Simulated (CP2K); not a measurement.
**CH3AlCl2 (SMILES [CH3][Al]([Cl])[Cl]): PM3**

Aim: the vertical ionisation energy of CH3AlCl2 at PM3, from 2 runs. 

The results are computed with CP2K 2026.2.

2 further runs of the same task are left out: 2 that didn't finish.

### Step 1. The molecule

CH3AlCl2: 7 atoms, total charge 0, spin state singlet. SMILES: `[CH3][Al]([Cl])[Cl]`. The shape comes from GFN2-xTB, which is rough for such elements, and wasn't checked as a minimum.

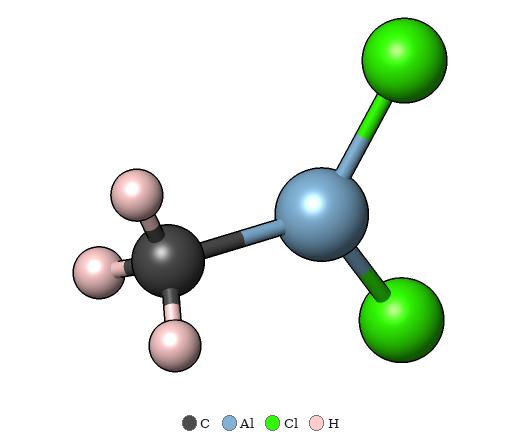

Viewed from a chosen angle; carbon dark grey, aluminium light blue, chlorine green, hydrogen pink.

### Step 2. Energy and gradient at PM3

molecule.xyz

```xyz
7

C     -0.181510     0.950430    -0.159080
Al     0.177410    -0.980090     0.156740
Cl     1.752500    -1.575200     1.300960
Cl    -1.008100    -2.428000    -0.644740
H     -1.060810     1.104220    -0.786440
H     -0.343720     1.487200     0.778430
H      0.664230     1.441430    -0.645870
```

mol.inp

```
&GLOBAL
  PROJECT_NAME mol
  RUN_TYPE ENERGY_FORCE
  PRINT_LEVEL MEDIUM
&END GLOBAL

&FORCE_EVAL
  METHOD Quickstep
  &DFT
    CHARGE 0
    MULTIPLICITY 1
    &QS
      METHOD PM3
      EPS_DEFAULT 1.0E-10
      &SE
        &COULOMB
          CUTOFF [angstrom] 50
          RC_RANGE [angstrom] 0
        &END COULOMB
        &EXCHANGE
          CUTOFF [angstrom] 50
          RC_RANGE [angstrom] 0
        &END EXCHANGE
      &END SE
    &END QS
    &POISSON
      PERIODIC NONE
      POISSON_SOLVER ANALYTIC
    &END POISSON
    &SCF
      SCF_GUESS ATOMIC
      EPS_SCF 1.0E-06
      MAX_SCF 80
      ADDED_MOS 2
      &DIAGONALIZATION
        ALGORITHM STANDARD
      &END DIAGONALIZATION
      &MIXING
        METHOD DIRECT_P_MIXING
        ALPHA 0.4
      &END MIXING
    &END SCF
    &PRINT
      &MOMENTS
        PERIODIC F
        REFERENCE COM
        MAX_MOMENT 1
      &END MOMENTS
      &MO ON
        ENERGIES T
        OCCUPATION_NUMBERS T
        NDIGITS 6
        &EACH
          QS_SCF 0
        &END EACH
        ADD_LAST NUMERIC
      &END MO
      &HIRSHFELD OFF
      &END HIRSHFELD
    &END PRINT
  &END DFT
  &SUBSYS
    &CELL
      ABC [angstrom] 10.8 11.9 10.1
      PERIODIC NONE
    &END CELL
    &TOPOLOGY
      COORD_FILE_NAME molecule.xyz
      COORD_FILE_FORMAT XYZ
      &CENTER_COORDINATES
      &END CENTER_COORDINATES
    &END TOPOLOGY
  &END SUBSYS
  &PRINT
    &FORCES ON
    &END FORCES
  &END PRINT
&END FORCE_EVAL
```

Command:

```sh
$ OMP_NUM_THREADS=1 cp2k.psmp -i mol.inp > mol.out 2>&1
```

The log of the run (excerpt; [...] marks lines left out):

```text
CP2K| version string:                                       CP2K version 2026.2
[...]
 GLOBAL| Method name                                                        CP2K
[...]
 GLOBAL| Run type                                                   ENERGY_FORCE
[...]
                             - Atoms:                                          7
[...]
                             - Spherical basis functions:                     19
[...]
 Number of electrons:                                                         24
[...]
     1 P_Mix/Diag. 0.40E+00    0.0     0.71822190       -27.3141852743 -2.73E+01
[...]
    19 DIIS/Diag.  0.20E-06    0.0     0.00000081       -31.2859841860 -2.50E-12
  *** SCF run converged in    19 steps ***
  Core-core repulsion energy [eV]:                           1046.98681728944143
  Core Hamiltonian energy [eV]:                             -1281.46113511146837
  Two-electron integral energy [eV]:                        -1233.72121438893510
  Electronic energy [eV]:                                   -1898.32174230593591
  Total energy [eV]:                                         -851.33492501649437
  Atomic reference energy [eV]:                               847.85436226403533
  Heat of formation [kcal/mol]:                               -80.26369019428515
[...]
 SE_DIPOLE| Moment [Debye]          0.37193841      -2.02988860       0.33151812
 SE_DIPOLE| Derivative [a.u.]       0.00000000       0.00000000       0.00000000
 ENERGY| Total FORCE_EVAL ( QS ) energy [hartree]            -31.285984186041198
 FORCES| Atomic forces [hartree/bohr]
 FORCES|   Atom     x               y               z               |f|
 FORCES|      1  3.25342072E-03 -1.68967583E-02  2.85331700E-03   1.74420929E-02
 FORCES|      2 -3.46590428E-03  2.01196355E-02 -3.06858349E-03   2.06453004E-02
 FORCES|      3 -5.24844322E-03  3.27282330E-03 -3.86004090E-03   7.29091520E-03
 FORCES|      4  3.54188406E-03  6.21906261E-03  2.32842487E-03   7.52617066E-03
 FORCES|      5  1.41121486E-03 -3.59238237E-03  1.12065831E-03   4.01903142E-03
 FORCES|      6 -2.47692914E-04 -4.54550133E-03  1.00785389E-03   4.66247826E-03
 FORCES|      7  7.55520781E-04 -4.57687937E-03 -3.81629681E-04   4.65449005E-03
 FORCES| Sum     1.66533454E-16 -9.71445147E-17 -1.78676518E-16
 FORCES| Total atomic force                                       2.62860697E-16
[...]
```

Run time: 0.26 s. Hardware: 1 thread of Arm Neoverse V1, shared host.

### Step 3. The doublet cation, same level

molecule.xyz is that of step 2.

molecule.inp

```
&GLOBAL
   PROJECT molecule
   RUN_TYPE ENERGY_FORCE
   PRINT_LEVEL MEDIUM
&END GLOBAL

&FORCE_EVAL
   METHOD Quickstep
   &DFT
      CHARGE 1
      MULTIPLICITY 2
      UNRESTRICTED_KOHN_SHAM T
      &QS
         METHOD PM3
         EPS_DEFAULT 1.0E-10
         &SE
            &COULOMB
               CUTOFF [angstrom] 50
               RC_RANGE [angstrom] 0
            &END COULOMB
            &EXCHANGE
               CUTOFF [angstrom] 50
               RC_RANGE [angstrom] 0
            &END EXCHANGE
         &END SE
      &END QS
      &POISSON
         PERIODIC NONE
         POISSON_SOLVER ANALYTIC
      &END POISSON
      &SCF
         SCF_GUESS ATOMIC
         EPS_SCF 1.0E-06
         MAX_SCF 80
         &DIAGONALIZATION
            ALGORITHM STANDARD
         &END DIAGONALIZATION
         &MIXING
            METHOD DIRECT_P_MIXING
            ALPHA 0.4
         &END MIXING
      &END SCF
      &PRINT
         &MOMENTS
            PERIODIC F
            REFERENCE COM
            MAX_MOMENT 1
         &END MOMENTS
         &MO ON
            ENERGIES T
            OCCUPATION_NUMBERS T
            NDIGITS 6
            &EACH
               QS_SCF 0
            &END EACH
            ADD_LAST NUMERIC
         &END MO
         &HIRSHFELD OFF
         &END HIRSHFELD
      &END PRINT
   &END DFT
   &SUBSYS
      &CELL
         ABC [angstrom] 10.8 11.9 10.1
         PERIODIC NONE
      &END CELL
      &TOPOLOGY
         COORD_FILE_NAME molecule.xyz
         COORD_FILE_FORMAT XYZ
         &CENTER_COORDINATES
         &END CENTER_COORDINATES
      &END TOPOLOGY
   &END SUBSYS
   &PRINT
      &FORCES ON
      &END FORCES
   &END PRINT
&END FORCE_EVAL
```

Command:

```sh
$ OMP_NUM_THREADS=1 cp2k.psmp -i molecule.inp > molecule.out 2>&1
```

The log of the run (excerpt; [...] marks lines left out):

```text
CP2K| version string:                                       CP2K version 2026.2
[...]
 GLOBAL| Method name                                                        CP2K
[...]
 GLOBAL| Run type                                                   ENERGY_FORCE
[...]
                             - Atoms:                                          7
[...]
                             - Spherical basis functions:                     19
[...]
 Number of electrons:                                                         12
[...]
     1 P_Mix/Diag. 0.40E+00    0.0     0.42694184       -26.7671539268 -2.68E+01
[...]
    23 DIIS/Diag.  0.46E-06    0.0     0.00000082       -30.9115218918 -1.65E-11
  *** SCF run converged in    23 steps ***
  Core-core repulsion energy [eV]:                           1046.98681728944143
  Core Hamiltonian energy [eV]:                             -1241.08375477141590
  Two-electron integral energy [eV]:                        -1294.09670061090355
  Electronic energy [eV]:                                   -1888.13210507686745
  Total energy [eV]:                                         -841.14528778742613
  Atomic reference energy [eV]:                               847.85436226403533
  Heat of formation [kcal/mol]:                               154.71494513365471
[...]
 SE_DIPOLE| Moment [Debye]          0.98264083      -5.33269278       0.87015205
 SE_DIPOLE| Derivative [a.u.]       0.00000000       0.00000000       0.00000000
 ENERGY| Total FORCE_EVAL ( QS ) energy [hartree]            -30.911521891775770
 FORCES| Atomic forces [hartree/bohr]
 FORCES|   Atom     x               y               z               |f|
 FORCES|      1 -8.43544701E-03  5.02815931E-02 -7.56830433E-03   5.15429394E-02
 FORCES|      2  6.80623748E-03 -3.56809977E-02  5.98585164E-03   3.68142484E-02
 FORCES|      3 -1.48676419E-02  1.19891089E-02 -1.10035881E-02   2.20423334E-02
 FORCES|      4  9.03777812E-03  1.94809949E-02  5.84195766E-03   2.22557647E-02
 FORCES|      5 -3.01434951E-03 -1.65919179E-02 -1.58871829E-03   1.69381838E-02
 FORCES|      6  6.79110337E-04 -1.45359835E-02  1.05857885E-02   1.79948583E-02
 FORCES|      7  9.79431249E-03 -1.49427977E-02 -2.25298703E-03   1.80081013E-02
 FORCES| Sum     2.49800181E-16 -4.78783679E-16 -4.75314232E-16
 FORCES| Total atomic force                                       7.19414735E-16
[...]
```

Wall time 0.28 s (1 thread of Arm Neoverse V1, shared host).

### Step 4. Summary of results

Level: PM3.

| quantity | value |
| --- | --- |
| singlet CH3AlCl2: total energy | -31.28598 Eh |
| singlet CH3AlCl2: dipole moment | 2.09 D |
| singlet CH3AlCl2: HOMO energy | -10.46 eV |
| singlet CH3AlCl2: LUMO energy | -2.55 eV |
| singlet CH3AlCl2: HOMO–LUMO gap | 7.91 eV |
| singlet CH3AlCl2: heat of formation at this unrelaxed shape | -80.3 kcal/mol |
| singlet CH3AlCl2: largest force on an atom | 1.062 eV/Å |
| doublet cation: total energy | -30.91152 Eh |
| doublet cation: HOMO energy (highest over α and β) | -15.62 eV |
| doublet cation: heat of formation at this unrelaxed shape | 154.7 kcal/mol |
| doublet cation: largest force on an atom | 2.650 eV/Å |
| vertical ionisation energy (to the doublet cation) | 10.190 eV |

In words: Removing an electron at fixed nuclei costs 10.19 eV (235 kcal/mol). The largest force (singlet CH3AlCl2) is 1.06 eV/Å: the shape isn't a stationary point for this species at this level.
